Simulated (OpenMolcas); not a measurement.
## Multiconfigurational calculation: Ru³⁺ complex (part 2 of 2)

Continued. System: Ru³⁺ with 6 ligands (F; octahedron, 1.989 Å), embedded in KMgF3 by model potentials and point charges, whose field is part of the energies. Method: state-averaged CASSCF, active space 5 electrons in the shell 4d, basis ANO-RCC-VTZP on the metal and ANO-RCC-VDZP on the ligands, DKH2 scalar Hamiltonian, spin-orbit coupling by RASSI with atomic mean-field integrals (OpenMolcas).

Log (extracts), continued:
```
--- RASSI ---
SPIN-FREE ENERGIES:
  (Shifted by EMIN (a.u.) =      -5126.5117067641)

 SF State       Relative EMIN(au)   Rel lowest level(eV)    D:o, cm**(-1)

    26             0.0000000000        0.0000000000              0.0000
    27             0.0000000000        0.0000000000              0.0000
    28             0.0000000000        0.0000000000              0.0000
     1             0.0223299246        0.6076282038           4900.8520
     4             0.0387219901        1.0536790281           8498.4945
     2             0.0387219901        1.0536790281           8498.4945
     3             0.0387219901        1.0536790281           8498.4945
     5             0.0653871517        1.7792750402          14350.8210
     6             0.0653871517        1.7792750402          14350.8210
     7             0.0653871517        1.7792750402          14350.8210
    29             0.0900694015        2.4509132719          19767.9487
    30             0.0901249916        2.4524259575          19780.1493
    31             0.0901249916        2.4524259575          19780.1493
    32             0.0901249916        2.4524259575          19780.1493
    33             0.1003045255        2.7294251859          22014.2988
    34             0.1003045255        2.7294251859          22014.2988
    35             0.1003045255        2.7294251859          22014.2988
    36             0.1083391331        2.9480579952          23777.6913
    37             0.1083391331        2.9480579952          23777.6913
     8             0.1317726937        3.5857176646          28920.7634
    38             0.1328152818        3.6140879321          29149.5850
    39             0.1328152818        3.6140879321          29149.5850
    40             0.1328152818        3.6140879321          29149.5850
     9             0.1338767407        3.6429716992          29382.5483
    10             0.1338767407        3.6429716992          29382.5483
    41             0.1438560940        3.9145237389          31572.7632
    42             0.1438560940        3.9145237389          31572.7632
    43             0.1438560940        3.9145237389          31572.7632
    11             0.1457902148        3.9671538462          31997.2537
    12             0.1457902148        3.9671538462          31997.2537
    13             0.1457902148        3.9671538462          31997.2537
    44             0.1536720384        4.1816291935          33727.1140
    15             0.1592992015        4.3347521012          34962.1335
    14             0.1592992015        4.3347521012          34962.1335
    45             0.1694921557        4.6121165143          37199.2284
    46             0.1694921557        4.6121165143          37199.2284
    47             0.1839988091        5.0068626630          40383.0708
    48             0.1903971834        5.1809712976          41787.3516
    49             0.1903971834        5.1809712976          41787.3516
    50             0.1903971834        5.1809712976          41787.3516
Eigenvalues of complex Hamiltonian:
   -----------------------------------
  (Shifted by EMIN (a.u.) =      -5126.5117067641)

 SO State       Relative EMIN(au)   Rel lowest level(eV)    D:o, cm**(-1)

     1            -0.0078611124        0.0000000000              0.0000
     2            -0.0078611124        0.0000000000              0.0000
     3             0.0012330968        0.2474660406           1995.9482
     4             0.0012330968        0.2474660406           1995.9482
     5             0.0012330968        0.2474660407           1995.9482
     6             0.0012330968        0.2474660407           1995.9482
     7             0.0193501315        0.7404556678           5972.1777
     8             0.0193501315        0.7404556677           5972.1777
     9             0.0193501315        0.7404556678           5972.1777
    10             0.0193501315        0.7404556677           5972.1777
    11             0.0195368455        0.7455364168           6013.1567
    12             0.0195368455        0.7455364168           6013.1567
    13             0.0385942228        1.2641140699          10195.7676
    14             0.0385942228        1.2641140699          10195.7676
    15             0.0385942228        1.2641140706          10195.7676
    16             0.0385942228        1.2641140706          10195.7676
    17             0.0397093434        1.2944580471          10440.5083
    18             0.0397093434        1.2944580471          10440.5083
    19             0.0402162865        1.3082526725          10551.7694
    20             0.0402162865        1.3082526725          10551.7694
    21             0.0402162865        1.3082526733          10551.7694
    22             0.0402162865        1.3082526733          10551.7694
    23             0.0411583105        1.3338864507          10758.5198
    24             0.0411583105        1.3338864507          10758.5198
    25             0.0642768311        1.9629734451          15832.4486
    26             0.0642768311        1.9629734451          15832.4486
    27             0.0645284159        1.9698194151          15887.6650
    28             0.0645284159        1.9698194151          15887.6650
    29             0.0645284159        1.9698194160          15887.6650
    30             0.0645284159        1.9698194160          15887.6650
    31             0.0652805426        1.9902858250          16052.7378
    32             0.0652805426        1.9902858257          16052.7378
    33             0.0652805426        1.9902858257          16052.7378
    34             0.0652805426        1.9902858250          16052.7378
    35             0.0654022764        1.9935983715          16079.4553
    36             0.0654022764        1.9935983715          16079.4553
    37             0.0872474038        2.5880345701          20873.9065
    38             0.0872474038        2.5880345701          20873.9065
    39             0.0872474038        2.5880345698          20873.9065
    40             0.0872474038        2.5880345698          20873.9065
    41             0.0896561446        2.6535797480          21402.5640
Weights of the five most important spin-orbit-free states for each spin-orbit state.

 SO State  Total energy (au)           Spin-free states, spin, and weights
 -------------------------------------------------------------------------------------------------------
    1        -0.007861      28 0.5  0.3186   26 0.5  0.3186   27 0.5  0.3186    4 1.5  0.0119    3 1.5  0.0119
    2        -0.007861      28 0.5  0.3186   26 0.5  0.3186   27 0.5  0.3186    4 1.5  0.0119    3 1.5  0.0119
    3         0.001233      28 0.5  0.6439   26 0.5  0.1692   27 0.5  0.1530    4 1.5  0.0086    3 1.5  0.0086
    4         0.001233      28 0.5  0.6439   26 0.5  0.1696   27 0.5  0.1526    4 1.5  0.0086    3 1.5  0.0086
    5         0.001233      27 0.5  0.4914   26 0.5  0.4744    2 1.5  0.0088    3 1.5  0.0081    4 1.5  0.0080
    6         0.001233      27 0.5  0.4910   26 0.5  0.4749    2 1.5  0.0088    3 1.5  0.0081    4 1.5  0.0080
    7         0.019350       1 2.5  0.8689    4 1.5  0.0730    3 1.5  0.0258    2 1.5  0.0202   28 0.5  0.0045
    8         0.019350       1 2.5  0.8689    2 1.5  0.0611    3 1.5  0.0513    4 1.5  0.0066   27 0.5  0.0056
    9         0.019350       1 2.5  0.8689    4 1.5  0.0727    3 1.5  0.0269    2 1.5  0.0194   28 0.5  0.0046
   10         0.019350       1 2.5  0.8689    2 1.5  0.0580    3 1.5  0.0547    4 1.5  0.0063   27 0.5  0.0057
   11         0.019537       1 2.5  0.8823    4 1.5  0.0348    3 1.5  0.0348    2 1.5  0.0348   28 0.5  0.0037
   12         0.019537       1 2.5  0.8823    4 1.5  0.0348    3 1.5  0.0348    2 1.5  0.0348   28 0.5  0.0037
```

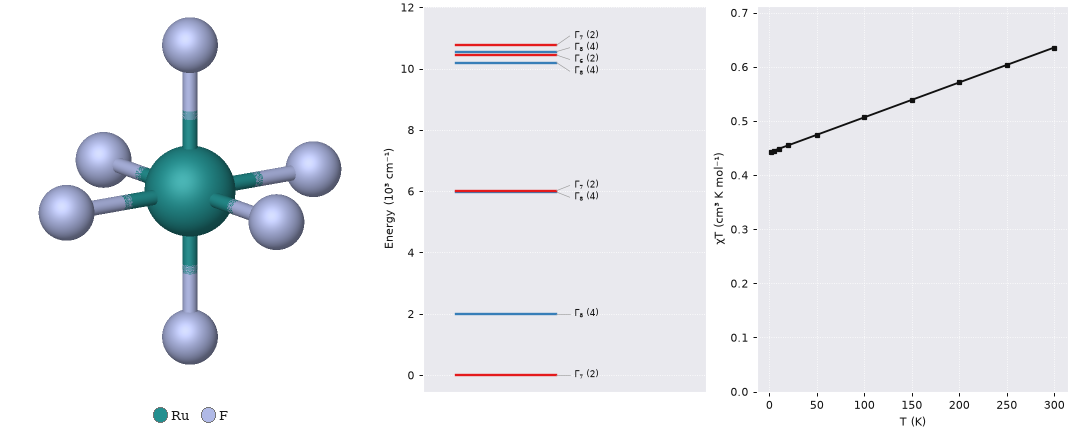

*Ru³⁺ (4d⁵) as a dopant in KMgF₃, a cluster with its 6 nearest F⁻ at 1.989 Å (octahedron) embedded in model potentials and point charges; the geometry was set, not optimised, and its levels and susceptibility. Labels give the representation in O, Td, D4 or D3 as the site allows (double group for half-integer spin) where it could be assigned and, in brackets, the degeneracy; spin-free states, where drawn, share the zero of the spin-orbit levels. Powder susceptibility by Van Vleck's formula.*

The ground level is Γ₇, a Kramers doublet, 96 % from states of spin multiplicity 2. Its principal g values are 2.17, 2.17 and 2.17, isotropic. The next level lies at 2,000 cm⁻¹ (Γ₈). χT is 0.443 cm³ K mol⁻¹ at 2 K and 0.636 at 300 K, an effective moment of 2.25 μB. The active orbitals hold 82 to 92 % metal character (Löwdin), and the Mulliken charge of the metal is +2.08.

Key numbers:

- outcome: converged
- energy of the lowest spin-free term: −5126.51171 hartree
- energy of the lowest spin-orbit level: −5126.51957 hartree
- largest spread among components of a term: 0.0 cm⁻¹
- wall time: 56 s
- peak memory: 0.4 GiB

Remarks:

Without dynamic correlation the splittings between terms come out too large, often by 20 to 50 %. Caveats: small active space favours high spin, ground spin may be wrong; the geometry is set by hand, with no relaxation.
